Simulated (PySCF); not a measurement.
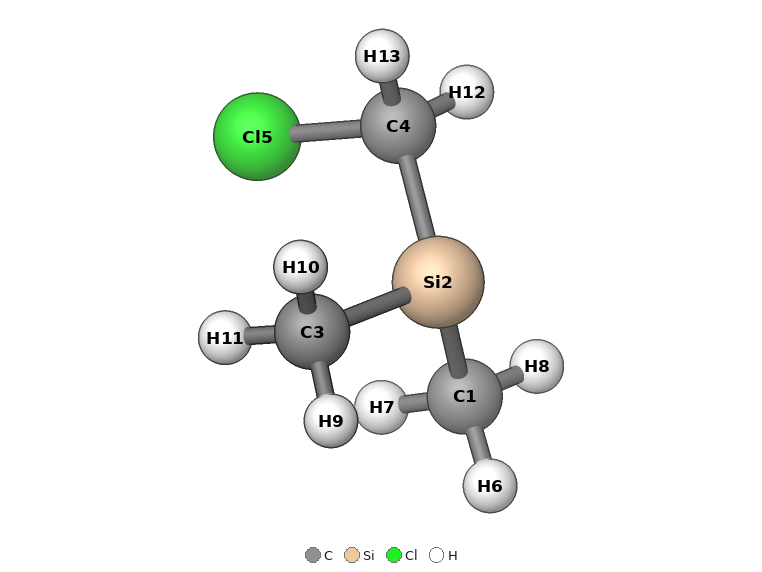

The species is neutral and a spin doublet. The geometry was computed by an optimisation with GFN2-xTB. No frequency run is at hand to confirm it as a minimum. Level of theory: UKS B3LYP, pcH-1 on C Cl H Si, non-relativistic (PySCF 2.14.0). Fermi-contact and spin-dipolar terms alone, no spin-orbit part.

**Which nucleus has the largest dipolar (anisotropic) hyperfine coupling?**

29Si at Si2: principal values −164.8, 82.4, 82.4 MHz.

List the isotropic and dipolar parts for the most strongly coupled nuclei, one of each equivalent set. Atoms whose distances differ by more than 0.02 Å in this geometry are listed apart.

```tsv
atom	isotope	a_iso (MHz)	dipolar part (MHz)
Si2	29Si	−454.1	−164.8, 82.4, 82.4
Cl5	35Cl	17.5	−11.7, −10.2, 21.9
C1	13C	31.7	−4.3, −4.1, 8.4
H10	1H	1.9	−4.3, −2.5, 6.9
H8	1H	1.2	−4.3, −2.5, 6.8
H6	1H	0.5	−4.3, −2.4, 6.7
H9	1H	−0.3	−4.2, −2.4, 6.6
H13	1H	−2.0	−4.2, −2.2, 6.3
```

The geometry is semi-empirical. Around Si such bond lengths and angles can be off by a tenth of an ångström or more and by several degrees, and values that hang on the shape move with them.
